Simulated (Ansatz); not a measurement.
Two G0W0 runs on BaIBr (Pnma).

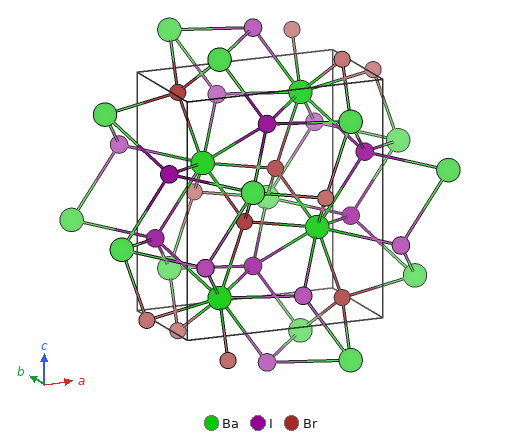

The structure (barium green, iodine purple, bromine red). Some periodic images of atoms are drawn too.

```xyz
12
Lattice="8.8145 0.0000 0.0000 0.0000 5.1243 0.0000 0.0000 0.0000 10.1917" Properties=species:S:1:pos:R:3 pbc="T T T"
Ba    6.4242    1.2811    3.8233
Ba    2.3903    3.8432    6.3684
Ba    6.7975    3.8432    8.9191
Ba    2.0170    1.2811    1.2726
I     4.1570    1.2811    8.4772
I     4.6575    3.8432    1.7145
I     0.2502    3.8432    3.3814
I     8.5642    1.2811    6.8103
Br    7.5493    1.2811    0.6796
Br    1.2651    3.8432    9.5120
Br    5.6724    3.8432    5.7755
Br    3.1421    1.2811    4.4162
```

The cell and positions are those that the Materials Project relaxed with its own functionals (PBE, PBE+U or r2SCAN), kept fixed. Spin-orbit coupling is left out unless a run names it.

The first (Ansatz 0.2.0; start r2SCAN, 2×4×2 mesh, 1549 empty bands, screening to 130 eV, hard PAW files; 1 × NVIDIA GB200 (shared by 2 runs) with 16 threads of Arm Neoverse V2, shared host) gave, on its mesh: starting gap 3.99 eV, G0W0 gap 5.55 eV, RPA ε∞ (mean) 3.37, 1.9 min.

The second gave: starting gap 3.99 eV, G0W0 gap 5.64 eV, RPA ε∞ (mean) 3.37, 3.8 min.

What was changed in the input? Choose among start, files, mesh, bands and cutoff, frequency model or another key.

Changed: empty bands from 1549 to 2956 and screening cutoff (eV) from 130.0 to 200.0. The starting gap stayed, which rules out the functional and points to the GW step. Other changes could give like numbers; this is the one that was made.

Limits: not at the basis limit; no spin-orbit coupling.

[Paths, hosts, dates, memory and timing lines, banners, echoed tables and standing remarks are left out of the program output.]

[Logs are printed without paths, hosts, clocks, repeated set-up lines and the standing remarks that a program may print on its own settings, such as how far it seeks lower states.]

[Runs of the session that timed out or met a known fault of the program may be left out.]

[Cells called generated may have been cut or substituted from an entry of the Crystallography Open Database or the Materials Project.]

[Hosts, paths, dates, database ids (printed as entryN), source tags and the programs' standing remarks are cut or masked in the printed files.]
